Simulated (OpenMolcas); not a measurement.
**AlNH₄: excited-state calculation (part 1 of 3)**

The run: excited-state calculation of AlNH₄. Method and program: NEVPT2/ANO-RCC-VDZP, DKH2 (OpenMolcas 26.06).

The geometry comes from this level: GFN2-xTB.

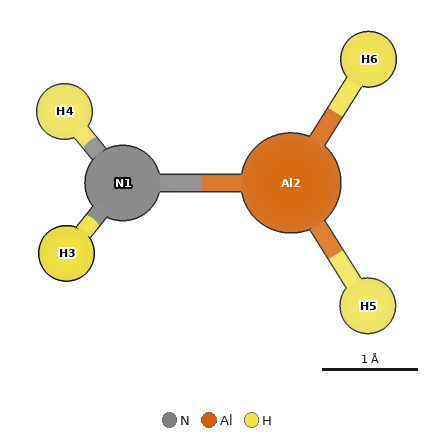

The structure (ball-and-stick view, seen on its broad side; atoms are numbered from 1 in the order of the input). Sticks mark near contacts. Bond lengths as drawn: Al–H 1.54 Å, Al–N 1.77 Å and H–N 1.01 Å.

## Results in brief

```json
{"quantity": "outcome", "value": "converged"}
{"quantity": "total energy", "value": "−299.492044 hartree"}
{"quantity": "basis functions", "value": "52"}
{"quantity": "hardware", "value": "1 thread of Arm Neoverse V2, 24 GiB of memory available, shared host"}
{"quantity": "wall time", "value": "5.1 s"}
{"quantity": "peak memory", "value": "0.39 GiB"}
```

## The input
```
&gateway
coord
6
angstrom
N        0.033300      -0.953610       0.082480
Al      -0.024060       0.812590      -0.075910
H        0.544950      -1.604770      -0.502640
H       -0.449880      -1.502170       0.786600
H        0.093740       1.518160      -1.441160
H       -0.198060       1.729800       1.150640
basis
ANO-RCC-VDZP
group
NoSym
&seward
&rasscf
fileorb
$CurrDir/step2.RasOrb
spin
1
nactel
6 0 0
inactive
9
ras2
6
ciroot
3 3 1
orblisting
Few
orbappear
Compact
&caspt2
pc-nevpt2
multistate
all
```

Launch command:
```bash
export MOLCAS_MEM=1860
pymolcas step16.inp > step16.log
```

## The program's output
```
--- Start Module: gateway ---

                                              &GATEWAY

                       available to each process: 1.9 GB of memory, 1 thread

++    Symmetry information:
      ---------------------

                    Character Table for C1

                             E
                    a        1  x, y, xy, Rz, z, xz, Ry, yz, Rx, I
--

++    Basis set information:
      ----------------------

      Basis set label: N.ANO-RCC...3S2P1D.

      Electronic valence basis set:
      ------------------
      Associated Effective Charge   7.000000 au
      Associated Actual Charge      7.000000 au
      Nuclear Model: Point charge

      Shell  nPrim  nBasis  Cartesian Spherical Contaminant
         s      14       3        X
         p       9       2        X
         d       4       1                 X

      Basis set label: AL.ANO-RCC...4S3P1D.

      Electronic valence basis set:
      ------------------
      Associated Effective Charge  13.000000 au
      Associated Actual Charge     13.000000 au
      Nuclear Model: Point charge

      Shell  nPrim  nBasis  Cartesian Spherical Contaminant
         s      17       4        X
         p      12       3        X
         d       5       1                 X

      Basis set label: H.ANO-RCC...2S1P.

      Electronic valence basis set:
      ------------------
      Associated Effective Charge   1.000000 au
      Associated Actual Charge      1.000000 au
      Nuclear Model: Point charge

      Shell  nPrim  nBasis  Cartesian Spherical Contaminant
         s       8       2        X
         p       4       1        X
--

++    Molecular structure info:
      -------------------------

                    ************************************************
                    **** Cartesian Coordinates / bohr, angstrom ****
                    ************************************************

     Center  Label                x              y              z                     x              y              z
        1      N1               0.062928      -1.802062       0.155865              0.033300      -0.953610       0.082480
        2      AL2             -0.045467       1.535573      -0.143449             -0.024060       0.812590      -0.075910
        3      H3               1.029806      -3.032576      -0.949852              0.544950      -1.604770      -0.502640
        4      H4              -0.850150      -2.838690       1.486459             -0.449880      -1.502170       0.786600
        5      H5               0.177143       2.868907      -2.723398              0.093740       1.518160      -1.441160
        6      H6              -0.374279       3.268848       2.174394             -0.198060       1.729800       1.150640

                    ***************************************
                    *    InterNuclear Distances / bohr    *
                    ***************************************

               1 N1            2 AL2           3 H3            4 H4            5 H5            6 H6
    1 N1       0.000000
    2 AL2      3.352781        0.000000
    3 H3       1.916149        4.761772        0.000000
    4 H4       1.918017        4.736907        3.083413        0.000000
    5 H5       5.488273        2.912640        6.220932        7.166232        0.000000
    6 H6       5.475376        2.912861        7.172190        6.164554        4.944936        0.000000

                    *******************************************
                    *    InterNuclear Distances / angstrom    *
                    *******************************************

               1 N1            2 AL2           3 H3            4 H4            5 H5            6 H6
    1 N1       0.000000
    2 AL2      1.774215        0.000000
    3 H3       1.013982        2.519821        0.000000
    4 H4       1.014971        2.506663        1.631672        0.000000
    5 H5       2.904269        1.541303        3.291975        3.792207        0.000000
    6 H6       2.897444        1.541420        3.795360        3.262142        2.616747        0.000000

                    **************************************
                    *    Valence Bond Angles / degree    *
                    **************************************
                          Atom centers                 Phi
                      3 H3       1 N1       4 H4       107.06
                      5 H5       2 AL2      6 H6       116.17
--

            Nuclear Potential Energy             52.52754066 au

--- Stop Module: gateway /rc=_RC_ALL_IS_WELL_ ---

--- Start Module: seward ---

                                              &SEWARD

                       available to each process: 1.9 GB of memory, 1 thread

               SEWARD will generate:
                  Multipole Moment integrals up to order  2
                  Kinetic Energy integrals
                  Nuclear Attraction integrals (point charge)
                  One-Electron Hamiltonian integrals
                  Velocity integrals
                  Relativistic Douglas-Kroll-Hess integrals:
                    - Parametrization         : EXP
                    - DKH order of Hamiltonian: 2
                    - DKH order of Properties : 0
                         - multipole moment operators
                         - electric potential operators
                         - contact operators
                  Orbital angular momentum around ( -0.0081   0.3658  -0.0378 )
                  Velocity quadrupole around ( -0.0081   0.3658  -0.0378 )
                  Atomic mean-field integrals
                  Two-Electron Repulsion integrals

                   Integrals are discarded if absolute value <: 1.00E-14
                   Integral cutoff threshold is set to       <: 1.00E-16

            Nuclear Potential Energy             52.52754066 au

      Basis set specifications :
      Symmetry species         a
      Basis functions           52

--- Stop Module: seward /rc=_RC_ALL_IS_WELL_ ---
--- Module seward spent 2 seconds ---

--- Start Module: rasscf ---

                                              &RASSCF

                       available to each process: 1.9 GB of memory, 1 thread

      Header of the ONEINT file:
      --------------------------

      OrdInt status: non-squared

      Cartesian coordinates in angstrom:
      -----------------------------------------------------
      No.  Label        X            Y            Z
      -----------------------------------------------------
       1   N1         0.03330000  -0.95361000   0.08248000
       2   AL2       -0.02406000   0.81259000  -0.07591000
       3   H3         0.54495000  -1.60477000  -0.50264000
       4   H4        -0.44988000  -1.50217000   0.78660000
       5   H5         0.09374000   1.51816000  -1.44116000
       6   H6        -0.19806000   1.72980000   1.15064000
      -----------------------------------------------------
      Nuclear repulsion energy =   52.52754066

++    Wave function specifications:
      -----------------------------

      Number of closed shell electrons          18
      Number of electrons in active shells       6
      Max number of holes in RAS1 space          0
      Max nr of electrons in RAS3 space          0
      Number of inactive orbitals                9
      Number of active orbitals                  6
      Number of secondary orbitals              37
      Spin quantum number                      0.0
      State symmetry                             1
--

++    Orbital specifications:
      -----------------------

      Symmetry species                           1
                                                 a
      Frozen orbitals                            0
      Inactive orbitals                          9
      Active orbitals                            6
      RAS1 orbitals                              0
      RAS2 orbitals                              6
      RAS3 orbitals                              0
      Secondary orbitals                        37
      Deleted orbitals                           0
      Number of basis functions                 52
--

++    CI expansion specifications:
      ----------------------------

      Number of CSFs                           175
      Number of spin combinations              210
      Number of determinants                   400
      Number of root(s) required                 3
      Root chosen for geometry opt.              3
      CI roots used                              1     2     3
      weights                                0.333 0.333 0.333
      highest root included in the CI            3
      max. size of the explicit Hamiltonian    175
--

++    Optimization specifications:
      ----------------------------

      RASSCF algorithm: Conventional
      Maximum number of macro iterations       200
      Maximum number of SX iterations          100
      Threshold for RASSCF energy            1.000E-08
      Threshold for max MO rotation          1.000E-01
      Threshold for max BLB element          1.000E-04
      Level shift parameter                  5.000E-01
      Make Quasi-Newton update
--

      The MO-coefficients are taken from the file:
      step2.RasOrb
      Title: RASSCF average (pseudo-natural) orbitals

      Total molecular charge    0.00

      ************************************************************************************************************************
      *                                            Wave function control section                                             *
      ************************************************************************************************************************

                                         RASSCF iterations: Energy and convergence statistics
                                         ----------------------------------------------------

          iter iter root      energy       change     param      element    value   shift minimum  type update hh:mm:ss
 Nr of preliminary CI iterations:   1
        1   1    4    0  -299.07512705    0.00E+00   5.03E-05   13  16 1  8.02E-06   0.31   0.00    SX    NO    0:00:00
        2   1    4    0  -299.07512706   -2.51E-09   3.65E-05   13  16 1  7.35E-06   0.31   0.00    SX    NO    0:00:00
        3   1    4    0  -299.07512706   -1.44E-09   3.38E-05   13  16 1  6.75E-06   0.31   0.00    SX    NO    0:00:00
        4   1    4    0  -299.07512706   -1.02E-09   3.03E-05   13  16 1  6.22E-06   0.31   0.00    SX    NO    0:00:00
      Convergence after  4 iterations
        5   1    4    0  -299.07512706   -7.89E-10   3.03E-05   13  16 1  5.74E-06   0.31   0.00    SX    NO    0:00:00

      ************************************************************************************************************************
                                                      Wave function printout:
                       occupation of active orbitals, and spin coupling of open shells (u,d: Spin up or down)
      ************************************************************************************************************************

      Note: transformation to natural orbitals
      has been made, which may change the order of the CSFs.

      printout of CI-coefficients larger than  0.05 for root  1
      energy=    -299.243306
      conf/sym  111111     Coeff  Weight
             1  222000  -0.97446 0.94957
             5  2u2d00   0.15848 0.02512
            34  202002   0.06525 0.00426
            39  ud20ud   0.06299 0.00397
            43  022020   0.06999 0.00490
            55  uu20dd  -0.05106 0.00261

      printout of CI-coefficients larger than  0.05 for root  2
      energy=    -299.010914
      conf/sym  111111     Coeff  Weight
             1  222000   0.15766 0.02486
             2  22ud00  -0.32746 0.10723
             5  2u2d00   0.91087 0.82969
            17  2ud200   0.05426 0.00294
            29  202200   0.06329 0.00401
            32  202u0d  -0.09332 0.00871
            36  ud2ud0  -0.06613 0.00437
            53  uu2dd0  -0.05685 0.00323
           113  0u2d20  -0.05830 0.00340

      printout of CI-coefficients larger than  0.05 for root  3
      energy=    -298.971161
      conf/sym  111111     Coeff  Weight
             2  22ud00  -0.92430 0.85432
             5  2u2d00  -0.32423 0.10512
            17  2ud200   0.09562 0.00914
            78  20ud02   0.06234 0.00389
            83  ududud   0.05943 0.00353
            89  02ud20   0.06622 0.00438

      Natural orbitals and occupation numbers for root  1
      sym 1:   1.979791   1.973350   1.999308   0.000929   0.020386   0.026237

      Natural orbitals and occupation numbers for root  2
      sym 1:   1.978706   1.255078   1.987578   0.746348   0.020953   0.011337

      Natural orbitals and occupation numbers for root  3
      sym 1:   1.978084   1.958104   1.025282   0.996109   0.022034   0.020387

      ************************************************************************************************************************
      *                                                    Final results                                                     *
      ************************************************************************************************************************

++    Final optimization conditions:
      ------------------------------

      Average CI energy                            -299.07512706
      RASSCF energy for state  3                   -298.97116130
      Super-CI energy                                -0.00000000
      RASSCF energy change                           -0.00000000
      Max change in MO coefficients               1.963E-05
      Max non-diagonal density matrix element     3.029E-05
      Maximum BLB matrix element                  5.744E-06
      (orbital pair  13,  16 in symmetry   1)
      Norm of electronic gradient            8.220E-02
--

      Final state energy(ies):
      ------------------------

::    RASSCF root number  1 Total energy:   -299.24330574
::    RASSCF root number  2 Total energy:   -299.01091415
::    RASSCF root number  3 Total energy:   -298.97116130

++    Molecular orbitals:
      -------------------

      Pseudonatural active orbitals and approximate occupation numbers

      MOLECULAR ORBITALS FOR SYMMETRY SPECIES 1: a
```
